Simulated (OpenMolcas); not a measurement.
## Excited-state calculation, with input and output: InH₃F (charge −1) (part 3 of 3)

Continued. System: InH₃F, charge −1, SMILES [H][In-]([H])([H])[F]. Method: CASSCF/ANO-R1, sfX2C (OpenMolcas 26.06). The geometry comes from this level: GFN2-xTB.

Geometry of the input (Å):
```
In 0.0000  0.0000  0.0000
F  0.0000  0.0000  2.0180
H  1.6439  0.0000  -0.4525
H  -0.8310  1.4181  -0.4496
H  -0.8242  -1.4263  -0.4440
```

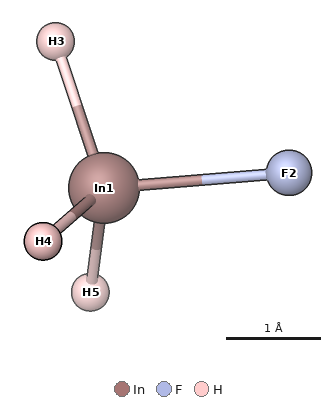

Fig. 1: The structure (ball-and-stick view, seen at a tilt; atoms are numbered from 1 in the order of the input). Sticks mark near contacts.

### The program's output, continued
```
  Diagonal, with elements
      1.00000000      1.00000000      1.00000000      1.00000000

::    RASSI State    1     Total energy:   -5979.71207486617641
::    RASSI State    2     Total energy:   -5979.47330869501729
::    RASSI State    3     Total energy:   -5979.47143678549946
::    RASSI State    4     Total energy:   -5979.40626687431904

      ****************************************************************************************************
      *                                         Spin-free section                                        *
      *                 Note: index according to input order, order according to energy.                 *
      ****************************************************************************************************

  SPIN-FREE ENERGIES:
  (Shifted by EMIN (a.u.) =      -5979.7120748662)

 SF State       Relative EMIN(au)   Rel lowest level(eV)    D:o, cm**(-1)

     1             0.0000000000        0.0000000000              0.0000
     2             0.2387661712        6.4971585059          52403.1174
     3             0.2406380807        6.5480957588          52813.9540
     4             0.3058079919        8.3214593835          67117.0963

++ Dipole transition strengths (spin-free states):
   -----------------------------------------------
     for osc. strength at least  1.00000000E-05

      From   To        Osc. strength     Einstein coefficients Ax, Ay, Az (sec-1)    Total A (sec-1)
     -----------------------------------------------------------------------------------------------
         1    2       1.44746152E-01  2.99818863E+07  2.35150554E+08  3.84164182E+02  2.65132825E+08
         1    3       1.46410343E-01  2.41392712E+08  3.10099508E+07  1.39066014E+00  2.72402665E+08
         1    4       7.88332429E-02  2.82378984E+07  2.08588891E+08  4.75063746E+04  2.36874296E+08
         2    3       1.25356939E-03  5.50127968E+01  8.61203301E+01  6.86826857E-07  1.41133128E+02
         2    4       1.05413955E-01  6.35206177E+05  5.33881031E+05  1.40539249E+07  1.52230121E+07
         3    4       5.99601581E-03  3.10265866E+05  5.06811516E+05  1.13851004E+03  8.18215892E+05
     -----------------------------------------------------------------------------------------------
--

++ Velocity transition strengths (spin-free states):
   -------------------------------------------------
     for osc. strength at least  1.00000000E-05

      From   To        Osc. strength     Einstein coefficients Ax, Ay, Az (sec-1)    Total A (sec-1)
     -----------------------------------------------------------------------------------------------
         1    2       4.99391013E-02  1.03714018E+07  8.11024948E+07  3.38846442E+00  9.14739001E+07
         1    3       4.91286538E-02  8.10265966E+07  1.03793125E+07  3.89111235E+01  9.14059480E+07
         1    4       3.92396957E-02  1.40752116E+07  1.03824546E+08  5.77280076E+03  1.17905530E+08
         2    3       2.17043321E-03  1.20970237E+02  1.23387964E+02  5.41102318E-05  2.44358254E+02
         2    4       4.54520626E-02  4.78751917E+05  3.50362545E+05  5.73469672E+06  6.56381119E+06
         3    4       5.31394264E-03  3.00724693E+05  4.23967937E+05  4.47606874E+02  7.25140236E+05
     -----------------------------------------------------------------------------------------------
--

++ Length and velocity gauge comparison (spin-free states):
   --------------------------------------------------------

 --------------------------------------------------
 A comparison between the dipole oscillator strengths in
 length and velocity gauge will be performed

     All dipole oscillator differences above the tolerance of   1.00000000E-01  will be printed

 Due to basis set deficiency these oscillator may be problematic

 The tolerance is defined as ABS(1-O_l/O_v)
 O_l : dipole oscillator strength in length gauge
 O_p : dipole oscillator strength in velocity gauge
 --------------------------------------------------

  Problematic transitions have been found

      From   To       Difference (%) Osc. st. (len.) Osc. st. (vel.)
     ---------------------------------------------------------------
         1    2           189.845327  1.44746152E-01  4.99391013E-02
         1    3           198.014156  1.46410343E-01  4.91286538E-02
         1    4           100.901769  7.88332429E-02  3.92396957E-02
         2    3            42.243356  1.25356939E-03  2.17043321E-03
         2    4           131.923370  1.05413955E-01  4.54520626E-02
         3    4            12.835539  5.99601581E-03  5.31394264E-03
     ---------------------------------------------------------------

 Number of problematic transitions =                     6

--

 Electric-dipole - electric-octupole not included
 Electric-dipole - magnetic-quadrupole not included

      ****************************************************************************************************
      *                                    Special properties section                                    *
      ****************************************************************************************************

--- Stop Module: rassi /rc=_RC_ALL_IS_WELL_ ---
--- Module rassi spent 5 seconds ---

.##################.
.# Happy landing! #.
.##################.

    Timing: Wall=26.70 User=24.99 System=1.59
```

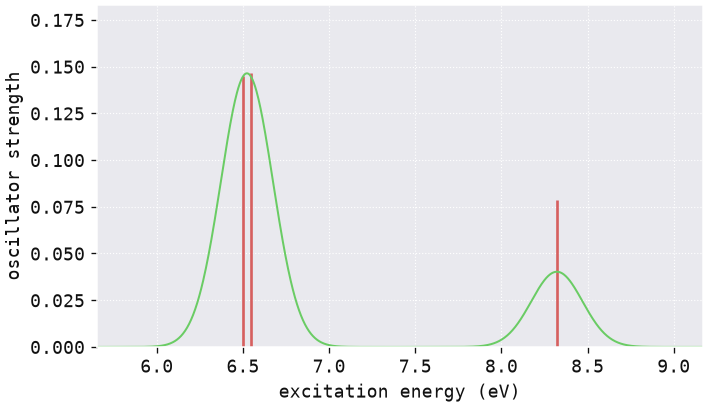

Fig. 2: Computed excitations as sticks (degenerate states added up, dark ones marked on the axis), with a Gaussian envelope of 0.35 eV full width at half maximum, scaled to the tallest. Of the 3 states the lowest lies at 6.50 eV (f = 0.145); the strongest line is at 6.55 eV, or 189 nm (f = 0.146).

### Results in brief

- outcome: converged
- total energy: −5979.712075 hartree
- CASSCF energy: −5979.712075 hartree
- basis functions: 72
- lowest singlet excitation: 6.50 eV
- wall time: 27 s
- peak memory: 0.28 GiB
